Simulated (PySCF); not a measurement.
C3H9FGeSi

| atom | x (Å) | y (Å) | z (Å) |
| --- | --- | --- | --- |
| F | 2.1483 | -1.0390 | 1.2711 |
| Ge | 2.1386 | -0.2716 | -0.3108 |
| C | 0.2542 | 0.1620 | -0.6708 |
| C | -0.3865 | 1.1269 | 0.3498 |
| C | -1.7385 | 0.4187 | 0.5623 |
| Si | -1.0940 | -1.1576 | -0.3061 |
| H | 3.0824 | 0.8841 | -0.0539 |
| H | 2.8083 | -1.3307 | -1.1581 |
| H | 0.1753 | 0.5490 | -1.6865 |
| H | 0.1845 | 1.1444 | 1.2805 |
| H | -0.4743 | 2.1522 | -0.0107 |
| H | -2.5410 | 0.9206 | 0.0240 |
| H | -2.0404 | 0.3480 | 1.6044 |
| H | -0.7159 | -2.2583 | 0.5758 |
| H | -1.8055 | -1.6407 | -1.4928 |

Geometry: GFN2-xTB.

These are results of PBE0/def2-SVPD, SCF density, gas phase (PySCF), not measurements.

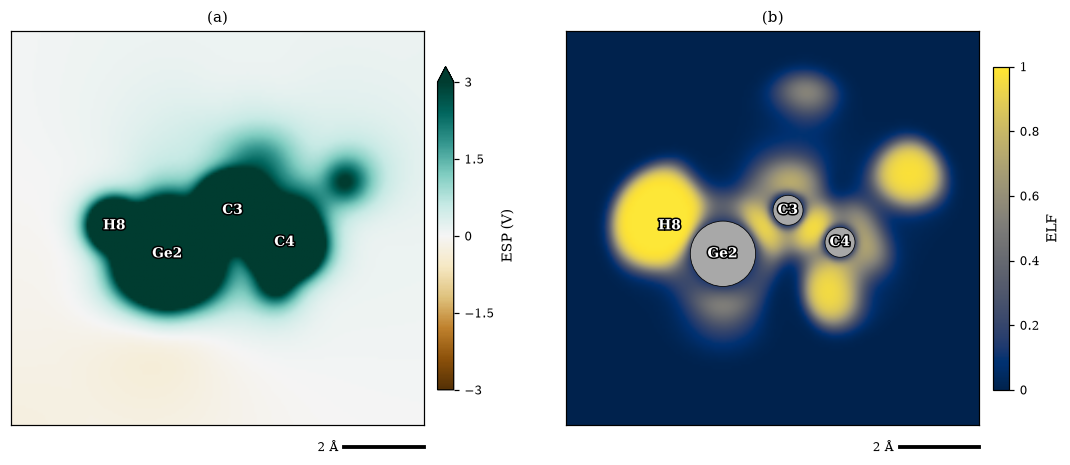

Figure 1. (a) electrostatic potential; (b) ELF on the plane of atoms C3, Ge2 and H8. Grey discs cover the atomic cores in the ELF map.

Read the bonding off the picture.

- Atoms in the plane: Ge, C and H.
- C–C (1.54 Å): the ELF peaks at about 0.95 between the atoms (a shared electron pair).
- C–Ge (1.97 Å): the ELF peaks at about 0.90 in the valence shell of C, 0.7 Å from its nucleus, and is about 0.70 at the midpoint.
- Ge–H (1.51 Å): the ELF climbs to about 1 towards the hydrogen.
- Outside the dense part of the molecule the potential is most negative (−0.3 V) near H7, which lies off the plane.

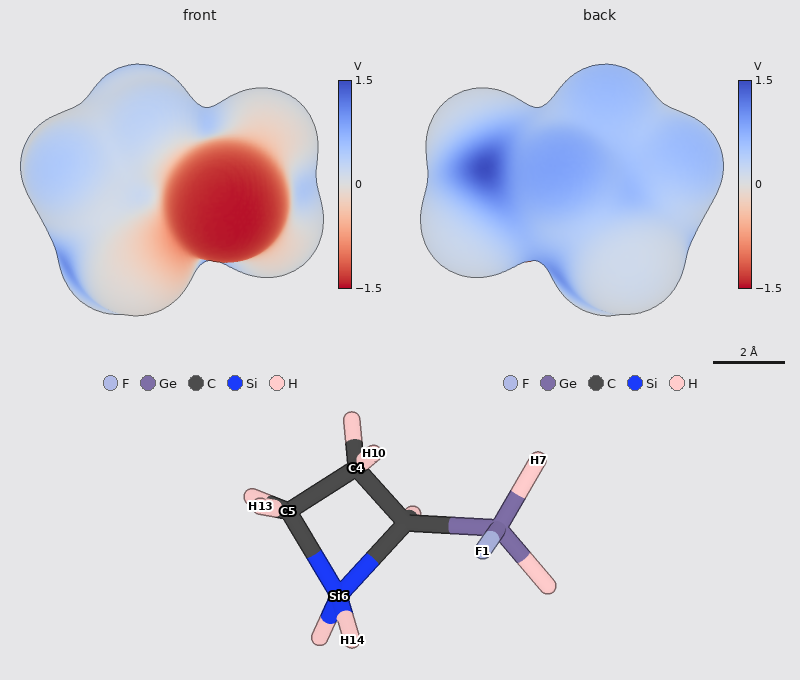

Figure 2. The electrostatic potential painted on the density surface at 0.001 e/bohr³, seen from the front and from behind; the colour scale runs from red (negative) to blue (positive). The bare structure is drawn below in the same view.

Which sites attract a positive test charge, and which a negative one?

A positive charge is drawn to the negative regions and a negative charge to the positive ones. The most negative region (about −1.5 V, or −35 kcal/mol for a unit charge) lies over F1, the most positive (about +1.3 V, or +30 kcal/mol for a unit charge) over Ge2.
